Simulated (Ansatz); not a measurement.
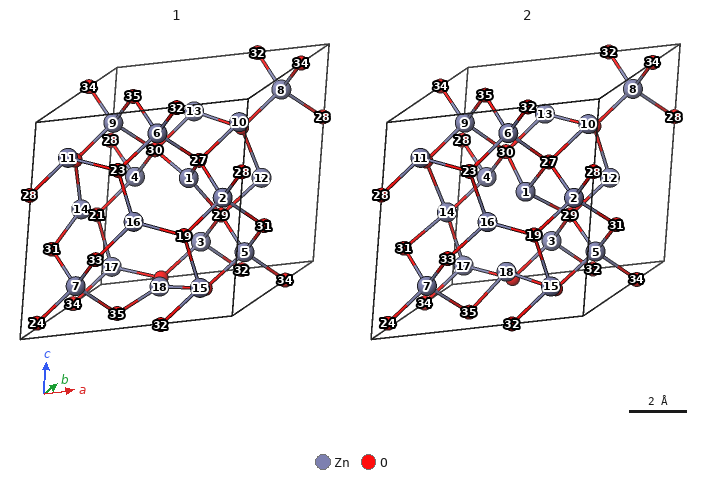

Two geometries of a defect cell of composition Zn$_{18}$O$_{17}$ (cell charge +2), drawn at one scale. One is the start of a relaxation, the other its converged end. Style: ball-and-stick. Shown: the cell of the calculation (origin shifted), slightly off an axis.

Level of theory: DFT PBE, scalar-relativistic, plane waves, PAW in Ansatz. Settings: plane-wave cutoff 420 eV; k-point mesh 2 × 2 × 2; occupations gaussian; smearing width 0.01 eV; mesh shifted by (0.5, 0.5, 0.5); no spin polarisation; atoms relaxed in a fixed cell; force threshold 0.025 eV/Å; at most 45 steps.

**Which one is relaxed?**

Structure 1 is the relaxed one. Case: O vacancy (site b), charge +2, atoms relaxed at the host's cell. Over 6 geometry steps the energy falls by 2.309 eV per cell of the calculation. Largest force component: 1.5 eV/Å at the start, 0.019 eV/Å at the end. The largest move is that of a Zn atom, 0.73 Å along [1 1 1]. By element the largest moves are Zn 0.73 Å, O 0.08 Å. The cell doesn't change. Near-neighbour distances that change, for instance: O–Zn 2.058 → 1.914 Å, O–Zn 2.043 → 1.922 Å, O–Zn 2.030 → 1.912 Å, O–Zn 2.009 → 1.912 Å. Among the angles between lasting bonds that change: Zn–O–Zn 115.0° → 95.8°, Zn–O–Zn 115.9° → 99.3°, Zn–O–Zn 115.3° → 99.3°. The run took 3.4 min on 4 threads of Arm Neoverse V1, with other jobs on the host, peak memory 1.8 GiB.

Limits of the set-up: the periodic images lie only 7.8 Å apart, so the values are limited by the cell's size; the cell is charged, on a uniform background, and energies carry no finite-size correction.
